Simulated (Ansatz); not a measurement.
```xyz
3

Ru   -0.3499   -0.1737    0.0078
Ru   -2.5993    0.0578   -0.1203
Ru   -1.6879   -1.9921    0.1896
```

Geometry: r2SCAN-D4/def2-TZVP; core potentials replace the inner electrons of Ru.

The calculation used RKS PBE0-D4/def2-TZVP in Ansatz.

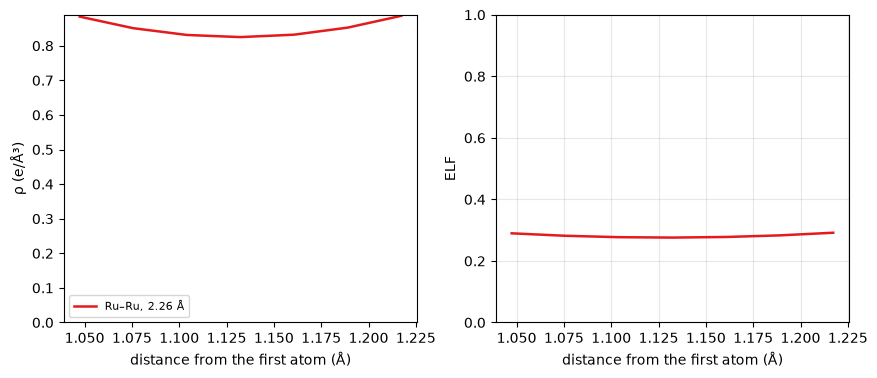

Ru3. Electron density and electron localisation function along straight lines between neighbouring atoms. The curves leave out the atomic cores.

**What can be read from the curves?**

Ru–Ru (2.26 Å): ρ is about 0.83 e/Å³ halfway; the ELF is about 0.30 at the midpoint.
